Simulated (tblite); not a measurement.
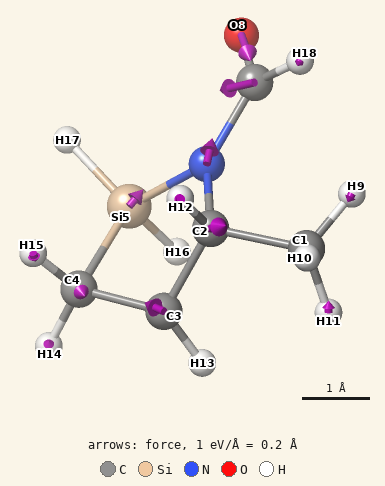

Starting geometry of C$_{5}$H$_{10}$NOSi (multiplicity 2) with the computed forces as purple arrows. The picture is a ball-and-stick view, seen at a tilt.

The calculation used GFN2-xTB geometry optimisation, gas phase (tblite 0.8.0). 

Is this structure relaxed? If not, where do the atoms go?

Answer. It isn't relaxed: the largest force vector, on a C atom, is 4.35 eV/Å. The final displacements have little in common with the starting forces (cosine between the two patterns 0.17). The energy falls by 84.6 kJ/mol in 91 geometry steps. The atom that moves furthest after the best rigid fit is an H atom (0.93 Å). Largest moves by element: H 0.93 Å, C 0.24 Å, O 0.19 Å, Si 0.12 Å, N 0.05 Å. Near-neighbour distances that change, for instance: C–N 1.430 → 1.334 Å, N–Si 1.808 → 1.756 Å, C–O 1.263 → 1.211 Å, C–C 1.519 → 1.467 Å. Among the angles between lasting bonds that change: C–N–Si 106.5° → 116.9°, Si–N–C 126.2° → 117.8°, C–C–H 113.5° → 121.6°. Groups turn about C–C by about 40°.
